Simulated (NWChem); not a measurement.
# P2H4 (diphosphine) at 6 levels

Aim: a comparison of 6 runs (HF/aug-cc-pVDZ, revPBE/aug-cc-pVDZ, BLYP/aug-cc-pVDZ, PBE/aug-cc-pVDZ, CCSD/aug-cc-pVDZ, CCSD(T)/aug-cc-pVDZ) of P2H4 (diphosphine). 

The calculation is run with NWChem 7.3.0.

## Step 1: Starting point

P2H4: 6 atoms, total charge 0, spin state singlet. As SMILES, `PP`. One bond was lengthened or shortened from a relaxed shape.

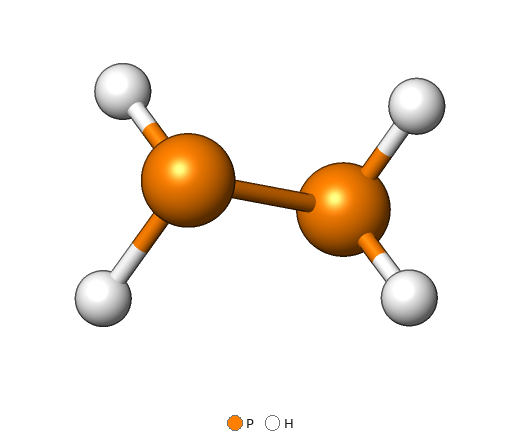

The structure, seen from a chosen angle (phosphorus orange, hydrogen white).

## Step 2: A single-point energy at HF/aug-cc-pVDZ (run 1)

The input, run.nw:

```
start run
memory total 2200 mb

geometry units angstroms noautosym nocenter noautoz
   P     0.505674   -0.997187    0.069583
   P    -0.224626    1.100713    0.229983
   H    -0.356426   -1.469987    1.096883
   H    -0.572100   -1.392900   -1.094900
   H     0.643374    1.576213   -0.791017
   H     0.706974    1.441213    1.248883
end

basis spherical bse
   * library aug-cc-pVDZ
end

scf
   thresh 1e-08
   maxiter 80
   noprint "final vectors analysis"
end

task scf
```

On the command line:

```bash
$ nwchem run.nw > run.out
```

The program printed:

```text
[...]
  functions       =    90
[...]
  wavefunction    = RHF
[...]
         Total SCF energy =   -683.782728145182
      One-electron energy =  -1120.400389494687
      Two-electron energy =    348.888829574324
 Nuclear repulsion energy =     87.728831775181
        Time for solution =     48.5s
[...]
```

Wall time 51 s (1 thread of Intel Xeon Platinum 8259CL at 2.50GHz (Skylake/Cascade Lake), shared host); peak memory 0.097 GiB.

## Step 3: The energy at revPBE/aug-cc-pVDZ (run 2)

The input, a.nw:

```
start a
title "H4P2"
memory 2200 mb
geometry noautosym nocenter noautoz
P     0.505674   -0.997187    0.069583
P    -0.224626    1.100713    0.229983
H    -0.356426   -1.469987    1.096883
H    -0.572100   -1.392900   -1.094900
H     0.643374    1.576213   -0.791017
H     0.706974    1.441213    1.248883
end
basis spherical bse
* library aug-cc-pVDZ
end
dft
xc revpbe cpbe96
grid fine
convergence energy 1e-08
maxiter 100
mulliken
print low
end
task dft energy
```

On the command line:

```bash
$ nwchem a.nw > a.out
```

The program printed:

```text
[...]
 d= 0,ls=0.0,diis     1   -684.9397556772 -7.73D+02  1.03D-02  1.90D-01     6.2
[...]
 d= 0,ls=0.0,diis    10   -684.9620539106 -2.02D-09  1.88D-07  1.83D-10    39.7
         Total DFT energy =     -684.962053910590
      One electron energy =    -1120.824243926129
           Coulomb energy =      395.880384126403
    Exchange-Corr. energy =      -47.747025886045
 Nuclear repulsion energy =       87.728831775181
[...]
      Total Density - Mulliken Population Analysis
     ---------------------------------------------
    Atom       Charge   Shell Charges
 -----------   ------   -------------------------------------------------------
    1 P   15    15.79   2.00  2.05  0.90  1.02  0.09  6.01  1.72  1.73  0.07  0.11  0.08
    2 P   15    15.90   2.00  2.06  0.88  1.01  0.09  6.01  1.78  1.79  0.07  0.12  0.08
    3 H    1     0.51   0.73 -0.18 -0.01  0.02 -0.04
    4 H    1     0.71   0.66  0.06  0.00  0.01 -0.02
    5 H    1     0.54   0.73 -0.17 -0.01  0.02 -0.02
    6 H    1     0.54   0.73 -0.17 -0.01  0.02 -0.02
[...]
```

Run time: 41 s. Hardware: 1 thread of Intel Xeon Platinum 8259CL at 2.50GHz (Skylake/Cascade Lake), shared host; peak memory 0.12 GiB.

Runs 3 to 5 aren't shown in full; the table further down has their settings and results.

## Step 4: A single-point energy at CCSD(T)/aug-cc-pVDZ (run 6)

The input, h4p2.nw:

```
start h4p2
title "H4P2"
memory stack 880 mb heap 220 mb global 1100 mb
charge 0
geometry units angstrom noautosym nocenter noautoz
   P     0.505674   -0.997187    0.069583
   P    -0.224626    1.100713    0.229983
   H    -0.356426   -1.469987    1.096883
   H    -0.572100   -1.392900   -1.094900
   H     0.643374    1.576213   -0.791017
   H     0.706974    1.441213    1.248883
end
basis spherical bse
   * library aug-cc-pVDZ
end
scf
   thresh 1e-08
   maxiter 80
end
ccsd
   freeze core 10
   maxiter 60
end
task ccsd(t) energy
```

On the command line:

```bash
$ nwchem h4p2.nw > h4p2.out
```

The program printed:

```text
[...]
  functions       =    90
[...]
  wavefunction    = RHF
[...]
         Total SCF energy =   -683.782728145182
      One-electron energy =  -1120.400389494687
      Two-electron energy =    348.888829574324
 Nuclear repulsion energy =     87.728831775181
        Time for solution =     48.5s
[...]
 Total MP2 energy:           -684.050224120317807
[...]
             energy      energy      error      ampl     ampl      Block
                                                time     time      time
[...]
 Total CCSD energy:           -684.096602329549114
[...]
 Total CCSD+T(CCSD) energy:           -684.108207023488944
[...]
 Total CCSD(T) energy:                -684.107931468854758
[...]
```

Wall time 4.4 min (1 thread of Intel Xeon Platinum 8259CL at 2.50GHz (Skylake/Cascade Lake), shared host); peak memory 0.18 GiB.

## Step 5: Overview of the runs

| run | level | iteration cap | module | energy (Eh) | wall time |
| --- | --- | --- | --- | --- | --- |
| 1 | HF/aug-cc-pVDZ | 80 | scf | -683.782728 | 51 s |
| 2 | revPBE/aug-cc-pVDZ | 100 | dft | -684.962054 | 41 s |
| 3 | BLYP/aug-cc-pVDZ | 100 | dft | -685.070942 | 44 s |
| 4 | PBE/aug-cc-pVDZ | 100 | dft | -684.763134 | 40 s |
| 5 | CCSD/aug-cc-pVDZ | 80 | ccsd | -684.096602 | 4.1 min |
| 6 | CCSD(T)/aug-cc-pVDZ | 80 | ccsd(t) | -684.107931 | 4.4 min |

## Step 6: Results

| quantity | value |
| --- | --- |
| run 6: total energy | -684.10793 Eh |
| run 6: HOMO energy (Hartree–Fock orbitals) | -9.32 eV |
| run 6: LUMO energy (Hartree–Fock orbitals) | 0.94 eV |
| run 6: HOMO–LUMO gap (Hartree–Fock orbitals) | 10.26 eV |
| run 6: correlation energy (10 core orbitals frozen) | -325.2 mEh |
| run 6: (T) correction | -11.33 mEh |

In words: Below the HF energy at the same shape and in the same basis (aug-cc-pVDZ): CCSD -313.9 mEh; CCSD(T) -325.2 mEh. Over runs 1, 3, 4 the dipole moment (its size) runs from 0.23 D (PBE/aug-cc-pVDZ) to 0.30 D (HF/aug-cc-pVDZ). Totals of different functionals can't be ranked against each other. All runs together took 11 min, the longest 4.4 min.
